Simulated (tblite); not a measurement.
Molecular dynamics of GePH₅ (part 1 of 2)

GePH₅, SMILES [PH2][GeH3], computed with GFN2-xTB Langevin dynamics, gas phase (tblite 0.8.0).

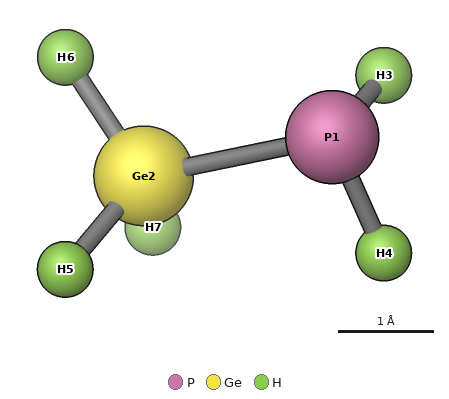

Fig. 1: The structure as given in the input (ball-and-stick view, seen at a tilt; atoms are numbered from 1 in the order of the input). Sticks mark near contacts.

**Summary**

```tsv
quantity	value
outcome	finished
mean temperature over the second half	194 K
trajectory	41 frames kept, 1000 fs
hardware	1 CPU thread, shared host
wall time	4.8 s
peak memory	0.18 GiB
```

**The input**
```
{"job": {"kind": "md", "xc": "GFN2-xTB", "basis": "xTB", "temperature": 200, "steps": 2000, "every": 50}, "charge": 0, "multiplicity": 1}
P      1.279911    -0.123744     0.868894
Ge    -0.772859     0.173963    -0.092188
H      1.941725     0.539942    -0.156318
H      1.466905    -1.361832     0.267351
H     -1.806270    -0.679488     0.577788
H     -1.239447     1.588763     0.067689
H     -0.866632    -0.132699    -1.560293
```

The first line tells a small driver script what to run in tblite; the rest is the geometry in Å.

Run as:
```bash
OMP_NUM_THREADS=1 python <driver script> task.json out
```

**The program's output**
```
t/fs     T/K      E/eV
    0.0   161.8   -190.07347
   25.0   110.2   -189.99273
   50.0   154.7   -189.99440
   75.0   153.5   -189.97631
  100.0   273.2   -189.98902
  125.0   233.8   -189.95549
  150.0   232.8   -189.92728
  175.0   398.3   -189.91881
  200.0   267.9   -189.84436
  225.0   222.1   -189.84623
  250.0   302.2   -189.97659
  275.0   265.9   -189.97838
  300.0   315.2   -189.95546
  325.0   277.3   -189.90111
  350.0   241.6   -189.92987
  375.0   185.2   -189.90033
  400.0   267.6   -189.96003
  425.0   275.9   -189.90752
  450.0   332.5   -189.95457
  475.0   278.4   -189.94152
  500.0   192.0   -189.90621
  525.0   174.6   -189.94447
  550.0   193.0   -189.92193
  575.0   144.1   -189.94923
  600.0   118.5   -189.86714
  625.0   234.4   -189.95848
  650.0   242.4   -189.90566
  675.0   251.3   -189.88223
  700.0   249.4   -189.91047
  725.0   187.5   -189.96359
  750.0   197.2   -189.92439
  775.0   182.4   -189.96125
  800.0   134.7   -189.94132
  825.0   137.8   -189.96879
  850.0   135.0   -189.93133
  875.0   232.2   -190.00258
  900.0   143.4   -189.90639
  925.0   210.5   -189.93147
  950.0   214.8   -189.96239
  975.0   282.2   -189.96429
 1000.0   218.2   -189.92886
```

**Trajectory as extended XYZ (Å, eV, eV/Å), 41 frames, from step=0 to step=40**
```
7
Properties=species:S:1:pos:R:3:forces:R:3 step=0 time_fs=0.0 energy=-190.07347 temperature=161.8
P     1.2799   -0.1237    0.8689   -0.0048   0.0001  -0.0014
Ge   -0.7729    0.1740   -0.0922    0.0078  -0.0027   0.0012
H     1.9417    0.5399   -0.1563   -0.0013  -0.0001  -0.0004
H     1.4669   -1.3618    0.2674   -0.0005   0.0013   0.0005
H    -1.8063   -0.6795    0.5778   -0.0016  -0.0052   0.0020
H    -1.2394    1.5888    0.0677    0.0011   0.0070   0.0001
H    -0.8666   -0.1327   -1.5603   -0.0007  -0.0003  -0.0021
7
Properties=species:S:1:pos:R:3:forces:R:3 step=1 time_fs=25.0 energy=-189.99273 temperature=110.2
P     1.2559   -0.1122    0.8938   -0.3449  -0.4809   0.6312
Ge   -0.7808    0.1720   -0.1057   -0.0444  -0.0986   0.1768
H     1.9204    0.3935   -0.1539    0.5706   0.5591  -0.7858
H     1.5233   -1.3999    0.4407   -0.2176  -0.0001   0.0730
H    -1.8191   -0.4095    0.8319    0.0624  -0.1085  -0.3424
H    -1.0968    1.6348   -0.0350    0.0348   0.0792  -0.1543
H    -0.9736   -0.2789   -1.5521   -0.0610   0.0498   0.4015
7
Properties=species:S:1:pos:R:3:forces:R:3 step=2 time_fs=50.0 energy=-189.99440 temperature=154.7
P     1.2340   -0.1192    0.9282    0.0050   0.1074  -0.2831
Ge   -0.7797    0.1736   -0.0926   -0.0713   0.2682  -0.2546
H     1.8772    0.4448   -0.2017   -0.1188  -0.3325   0.3387
H     1.2555   -1.4212    0.4443    0.2793  -0.0145  -0.0293
H    -1.9666   -0.4805    0.5159   -0.1252   0.0877   0.3794
H    -1.0111    1.6462   -0.2725   -0.1849  -0.0273   0.1338
H    -0.9062   -0.3528   -1.4827    0.2159  -0.0890  -0.2848
7
Properties=species:S:1:pos:R:3:forces:R:3 step=3 time_fs=75.0 energy=-189.97631 temperature=153.5
P     1.2215   -0.1117    0.9610    0.4273   0.4328  -0.2335
Ge   -0.8181    0.1778   -0.0704    0.2948  -0.6582  -0.0664
H     2.0122    0.4420   -0.1082   -0.5385  -0.4780   0.4958
H     1.3873   -1.4500    0.5761   -0.0948   0.3045  -0.1682
H    -1.8792   -0.4024    0.8494    0.1360   0.0336  -0.2897
H    -1.2405    1.5831   -0.3317    0.0676   0.0998  -0.0573
H    -0.7937   -0.5933   -1.3982   -0.2924   0.2655   0.3194
7
Properties=species:S:1:pos:R:3:forces:R:3 step=4 time_fs=100.0 energy=-189.98902 temperature=273.2
P     1.1798   -0.0829    0.9752   -0.7036   0.2616   0.4298
Ge   -0.8740    0.1541   -0.0585    0.1628   0.8709   0.3887
H     1.8037    0.2995   -0.1566    0.5538   0.3563  -0.6711
H     1.2332   -1.3830    0.5717    0.0629  -0.5934  -0.0004
H    -1.9207   -0.0997    0.9811   -0.1434  -0.1640  -0.0962
H    -1.1762    1.6094   -0.5040    0.2111  -0.6087   0.1015
H    -1.0699   -0.7260   -1.2395   -0.1437  -0.1228  -0.1522
7
Properties=species:S:1:pos:R:3:forces:R:3 step=5 time_fs=125.0 energy=-189.95549 temperature=233.8
P     1.0931   -0.0587    0.9797    0.0504  -0.6848   0.7882
Ge   -0.9303    0.0982   -0.0194   -0.2212  -0.7497  -0.9750
H     1.9006    0.1801   -0.0908    0.0914   0.1664  -0.6095
H     1.1861   -1.4528    0.7898   -0.0443   0.3979   0.1279
H    -2.0624   -0.0498    0.9146   -0.1770   0.2377   0.4793
H    -1.0471    1.3914   -0.7479   -0.1396   0.1406  -0.0403
H    -1.3730   -1.0141   -1.0268    0.4404   0.4919   0.2293
7
Properties=species:S:1:pos:R:3:forces:R:3 step=6 time_fs=150.0 energy=-189.92728 temperature=232.8
P     1.0771   -0.0555    1.0509    0.0597  -0.3528  -0.9521
Ge   -0.9767    0.0529    0.0154    0.0657   1.2438   0.5571
H     1.6236    0.1638   -0.2582    0.0270  -0.2168   0.7306
H     1.1029   -1.4761    0.9090    0.0790   0.6168   0.0371
H    -2.0434    0.4608    1.0335    0.1169  -0.3193  -0.3337
H    -1.0515    1.1827   -1.0313    0.0624  -0.4534   0.2894
H    -1.2606   -1.2181   -0.6420   -0.4108  -0.5183  -0.3282
7
Properties=species:S:1:pos:R:3:forces:R:3 step=7 time_fs=175.0 energy=-189.91881 temperature=398.3
P     1.0611   -0.0408    1.1268   -0.3720   1.0155   0.1753
Ge   -1.0138    0.0094    0.0478    0.4869  -0.5791  -0.1299
H     1.9301    0.1632    0.0523   -0.3798  -0.0921  -0.0764
H     1.1224   -1.3783    1.0409    0.1476  -1.0098  -0.0925
H    -2.0060    0.8508    0.7765   -0.0563  -0.0624   0.0606
H    -0.9159    0.5476   -1.3247    0.0602   0.4106  -0.3681
H    -1.6288   -1.3557   -0.3019    0.1135   0.3174   0.4310
7
Properties=species:S:1:pos:R:3:forces:R:3 step=8 time_fs=200.0 energy=-189.84436 temperature=267.9
P     1.0134   -0.0427    1.1827   -0.6238   0.0612  -0.1168
Ge   -1.0447   -0.0266    0.0660    0.2342   1.0806   0.0304
H     1.6012    0.1756   -0.0374    0.3852   0.0823  -0.1930
H     1.2540   -1.4044    1.1118   -0.1104  -0.1198  -0.0792
H    -1.8191    1.2021    0.6215    0.4081  -0.1969  -0.3512
H    -0.9127    0.2377   -1.5012   -0.2339  -0.3484   0.9589
H    -2.0552   -1.0342    0.4706   -0.0594  -0.5590  -0.2492
7
Properties=species:S:1:pos:R:3:forces:R:3 step=9 time_fs=225.0 energy=-189.84623 temperature=222.1
P     0.9379   -0.0618    1.1382    0.4171  -0.8647   0.3163
Ge   -1.0668   -0.0563    0.0984    0.0606   0.1920   0.8170
H     1.8147    0.0595    0.0682   -0.2361   0.0566  -0.1329
H     0.9385   -1.4835    1.0422    0.1853   0.5969   0.1615
H    -1.4892    1.3946    0.0214   -0.3701  -0.3952   0.0821
H    -1.0849   -0.6235   -1.2241   -0.0038  -0.2810  -1.1879
H    -1.8899   -1.0902    0.8729   -0.0531   0.6955  -0.0562
7
Properties=species:S:1:pos:R:3:forces:R:3 step=10 time_fs=250.0 energy=-189.97659 temperature=302.2
P     0.9128   -0.1240    1.1304    0.4032   0.1960  -0.2917
Ge   -1.1078   -0.0844    0.1061   -0.3669  -0.7299  -0.7713
H     1.6149   -0.0221   -0.0744   -0.0344   0.1659   0.1479
H     1.0337   -1.4960    1.0639   -0.1405  -0.2492   0.1145
H    -1.5886    1.1975   -0.4677    0.2169   0.2853  -0.2019
H    -1.4488   -1.1710   -0.9757    0.3158   0.5378   0.4494
H    -2.1532   -0.3221    1.1071   -0.3940  -0.2059   0.5531
7
Properties=species:S:1:pos:R:3:forces:R:3 step=11 time_fs=275.0 energy=-189.97838 temperature=265.9
P     0.8863   -0.2210    1.1341    0.2043   0.3525  -0.1091
Ge   -1.1676   -0.0897    0.1098    0.3642   1.1057  -0.0427
H     1.6270   -0.2516   -0.0687   -0.3712  -0.0516   0.2967
H     0.8937   -1.5887    1.2638   -0.0376  -0.2826  -0.0283
H    -0.9853    1.0147   -0.9703   -0.2462  -0.4069   0.4518
H    -1.5664   -1.2876   -0.6363   -0.3152  -0.4807  -0.2286
H    -2.3006    0.3764    1.0371    0.4018  -0.2364  -0.3400
7
Properties=species:S:1:pos:R:3:forces:R:3 step=12 time_fs=300.0 energy=-189.95546 temperature=315.2
P     0.8308   -0.3126    1.1163   -0.1892  -0.6492  -0.0868
Ge   -1.2236   -0.0703    0.1359   -0.1963  -1.3071   0.7809
H     1.3288   -0.6678   -0.1389    0.1678  -0.0782   0.1868
H     0.5624   -1.6680    1.4776    0.1997   0.6292  -0.1774
H    -1.1162    0.4573   -1.2050   -0.0483   0.4537  -0.8167
H    -2.0256   -1.3953    0.0200    0.3855   0.4678  -0.0564
H    -2.1149    0.7355    0.9762   -0.3192   0.4837   0.1695
7
Properties=species:S:1:pos:R:3:forces:R:3 step=13 time_fs=325.0 energy=-189.90111 temperature=277.3
P     0.7536   -0.3513    1.0788    0.2621   0.4412   0.7281
Ge   -1.2984   -0.0504    0.1622   -0.5004   1.2549  -0.7385
H     1.2973   -1.1047    0.0849    0.0539  -0.3314  -0.5170
H     0.3838   -1.4753    1.8189   -0.0657   0.1072  -0.1323
H    -1.4557    0.2037   -1.3643    0.3483  -0.1585   0.5226
H    -2.1633   -1.2151    0.3727   -0.5410  -0.4180   0.2187
H    -2.0184    1.2597    0.6939    0.4427  -0.8954  -0.0817
7
Properties=species:S:1:pos:R:3:forces:R:3 step=14 time_fs=350.0 energy=-189.92987 temperature=241.6
P     0.7562   -0.3487    1.0175   -0.5538   0.1693  -0.3623
Ge   -1.3814   -0.0194    0.2040    0.1819  -0.7032   0.8849
H     0.7872   -1.4937    0.2524    0.2848  -0.3244   0.0471
H     0.2350   -0.9918    2.1105    0.0905  -0.2480   0.3235
H    -1.3184   -0.0405   -1.2468   -0.1419  -0.1021  -0.8036
H    -2.5486   -0.9033    0.7125    0.5643   0.2702  -0.2925
H    -1.7358    1.3317    0.5771   -0.4259   0.9382   0.2028
7
Properties=species:S:1:pos:R:3:forces:R:3 step=15 time_fs=375.0 energy=-189.90033 temperature=185.2
P     0.7695   -0.3911    0.9144   -0.3796  -0.6194   0.0438
Ge   -1.4388    0.0144    0.2266    0.8514   0.9396  -0.4108
H     0.6835   -1.8271    0.8179   -0.1163   0.8217  -0.0589
H     0.5387   -0.4536    2.2953   -0.1327   0.1087  -0.2089
H    -1.5055   -0.3493   -1.2452    0.0731   0.2199   0.1259
H    -2.5229   -0.7663    0.7688   -0.7862  -0.6957   0.6295
H    -1.9700    1.4916    0.3695    0.4903  -0.7747  -0.1206
7
Properties=species:S:1:pos:R:3:forces:R:3 step=16 time_fs=400.0 energy=-189.96003 temperature=267.6
P     0.6946   -0.4401    0.7970   -0.1075  -0.0391   0.0079
Ge   -1.4777    0.0111    0.2314   -0.0599  -1.2589   0.4013
H     0.3530   -1.7559    1.0595    0.1193  -0.1605  -0.0836
H     0.4386   -0.1142    2.1211    0.0609   0.1323   0.0410
H    -1.8238   -0.3725   -1.1856   -0.0511  -0.1997   0.2335
H    -2.4204   -0.6480    1.2955    0.2780   0.2736  -0.7298
H    -1.7624    1.4166    0.2661   -0.2397   1.2523   0.1296
7
Properties=species:S:1:pos:R:3:forces:R:3 step=17 time_fs=425.0 energy=-189.90752 temperature=275.9
P     0.6358   -0.4737    0.6674    0.4070   0.7266   0.0936
Ge   -1.5182    0.0213    0.2509    0.3675   1.5440  -0.5690
H     0.4127   -1.7201    1.1584   -0.1724  -0.5677   0.3072
H     0.4575    0.1605    1.9139    0.2482  -0.2787  -0.2211
H    -2.1088   -0.4903   -1.0022   -0.0422  -0.0478  -0.3721
H    -2.4825   -0.2852    1.2753   -0.7348  -0.3106   0.8815
H    -1.5340    1.6202    0.2033   -0.0733  -1.0657  -0.1199
7
Properties=species:S:1:pos:R:3:forces:R:3 step=18 time_fs=450.0 energy=-189.95457 temperature=332.5
P     0.6571   -0.4892    0.5395   -0.2773   0.0819  -0.0930
Ge   -1.5996    0.1069    0.2683    0.2228  -1.5160   0.8800
H     0.4426   -1.7605    1.0822   -0.1535   0.2401  -0.0413
H     0.9135    0.0842    1.7849   -0.2490  -0.0273  -0.0818
H    -2.0992   -0.7341   -0.8807    0.0276   0.1406   0.0242
H    -2.6057   -0.2374    1.4230    0.5161   0.2410  -0.4876
H    -1.7874    1.5002   -0.0772   -0.0866   0.8398  -0.2005
7
Properties=species:S:1:pos:R:3:forces:R:3 step=19 time_fs=475.0 energy=-189.94152 temperature=278.4
P     0.6267   -0.5043    0.4492   -0.9524  -0.0344  -0.4934
Ge   -1.6137    0.1813    0.2834    0.7944   0.7636  -1.3937
H     0.1379   -1.7086    0.9286    0.1881  -0.2201   0.0295
H     0.6828    0.0036    1.7118    0.1501   0.2505   0.5485
H    -2.4546   -0.6288   -0.6712    0.0729  -0.1648   0.2374
H    -2.3256    0.3794    1.5403   -0.3944  -0.0350   0.6360
H    -1.7105    1.5730   -0.4344    0.1413  -0.5598   0.4358
7
Properties=species:S:1:pos:R:3:forces:R:3 step=20 time_fs=500.0 energy=-189.90621 temperature=192.0
P     0.5431   -0.5035    0.3803    0.6522  -0.3608  -0.0608
Ge   -1.5874    0.2562    0.2845   -0.8120  -1.0250   1.3958
H     0.4362   -1.8204    0.8656   -0.3705   0.3905  -0.1276
H     0.7580   -0.0059    1.6470    0.0595   0.1029   0.1325
H    -2.5743   -0.7873   -0.2214    0.2078   0.3014  -0.1593
H    -2.2585    0.6267    1.6627    0.4157  -0.0445  -0.6800
H    -1.5582    1.4476   -0.5407   -0.1527   0.6356  -0.5007
7
Properties=species:S:1:pos:R:3:forces:R:3 step=21 time_fs=525.0 energy=-189.94447 temperature=174.6
P     0.5378   -0.5177    0.3032   -0.0777   0.4927   0.5354
Ge   -1.5804    0.3214    0.3031   -0.0150   1.0781  -1.1078
H    -0.0487   -1.5199    1.0556    0.2915  -0.3443   0.1776
H     0.8865    0.2314    1.4650   -0.0658  -0.3534  -0.4700
H    -2.4617   -0.6225   -0.4256   -0.2298  -0.2864  -0.0070
H    -2.2079    0.6590    1.5913   -0.1725  -0.0384   0.4793
H    -1.8067    1.6285   -0.5327    0.2693  -0.5482   0.3927
```
